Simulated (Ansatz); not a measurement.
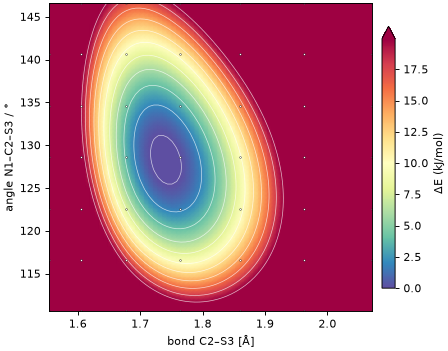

CH₂NS, SMILES N=[C]S, spin multiplicity 2. Two internal coordinates are moved rigidly from the geometry relaxed at PBE0-D4/def2-TZVP, all others fixed. First axis: bond C2–S3. Second axis: angle N1–C2–S3. The scan uses a 7 × 7 grid. Energies: kJ/mol, counted from the lowest grid point. Computed with UKS PBE-D4/def2-TZVPP in Ansatz 0.2.0.

The picture shows a smooth colour map with a few white contour lines, dots at the grid points, one colour for all values above the top of the scale. Between grid points the surface is interpolated.

> Estimate the position of the minimum and the force constants in these coordinates.

The interpolated minimum is at bond C2–S3 ≈ 1.742 Å, angle N1–C2–S3 ≈ 128.2°. The curvatures there are about 19 eV/Å² and 4.8 eV/rad², with a cross term of about 2.7 eV/(Å·rad). Round the minimum the valley is somewhat tilted: raising bond C2–S3 shifts the best value of angle N1–C2–S3 downwards (coupling k₁₂/√(k₁₁k₂₂) about 0.3). (1 eV is 96.5 kJ/mol.)
